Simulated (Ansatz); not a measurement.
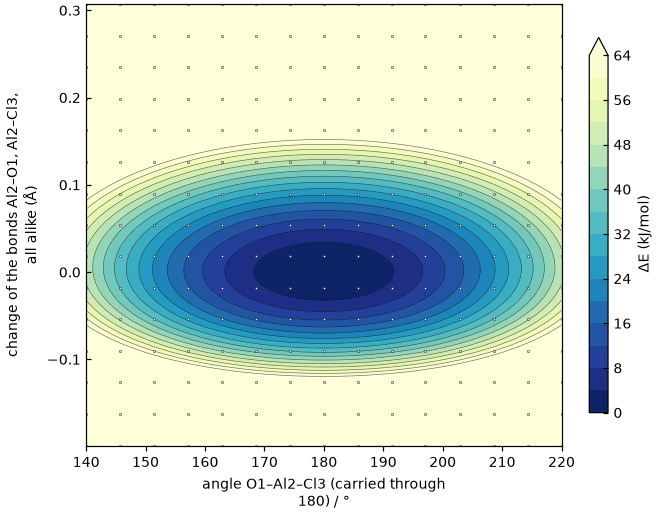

AlClO, SMILES [O]=[Al][Cl]. First axis: angle O1–Al2–Cl3 (carried through 180). Second axis: change of the bonds Al2–O1, Al2–Cl3, all alike. Nothing is relaxed (all other coordinates rigid). Grid: 15 × 15 points; 120 points were computed and 105 follow by symmetry. Points are written as (first, second). All energies are given in kJ/mol relative to the relaxed molecule at the same level. Computed with RHF/def2-TZVP in Ansatz 0.2.0.

Drawn: filled contours, dots at the grid points, one colour for all values above the top of the scale. Between grid points the surface is interpolated.

### Estimate the position of the minimum and the force constants in these coordinates.

The interpolated minimum is at the first coordinate ≈ 180.0°, the second coordinate ≈ 0.000 Å. The curvatures there are about 1.9 eV/rad² and 75 eV/Å², with a cross term of about 0 eV/(rad·Å). Round the minimum the two coordinates are nearly uncoupled. (1 eV is 96.5 kJ/mol.)
